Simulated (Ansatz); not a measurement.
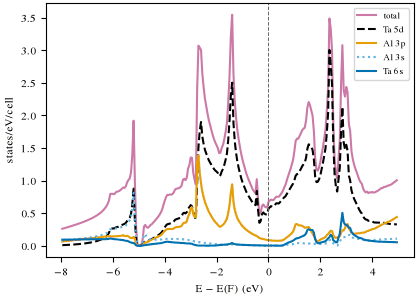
Fig. 1. Total and projected density of states of TaAl (rock salt, space group No. 225), plane-wave PAW r²SCAN (Ansatz code)

Which orbitals carry the states next to the Fermi level?

Within 0.5 eV of the Fermi level: Ta 5d 83 %, Al 3p 14 %. Projections are on Löwdin-orthogonalised atomic valence shells; empty p or d shells of many metals are not among them.

Where is the tallest occupied peak in this window, and what makes it?

Near -1.4 eV, about 3.5 states/eV per cell; the largest projected share is Ta 5d.

Space group Fm-3m (rock salt). The start of the workflow was typed in or built on a structure type; neither database checked (COD, Materials Project) lists it. Whether it is the stable phase at ambient conditions was not checked. Symmetry was held in the r²SCAN relaxation. At this level the phase is mechanically unstable. The run is not spin-polarised. Its formation energy is positive at this level, so the cell may be metastable or incomplete. Spin–orbit coupling is left out wherever it is not named.

Potentials: the later of the program's two PAW sets.
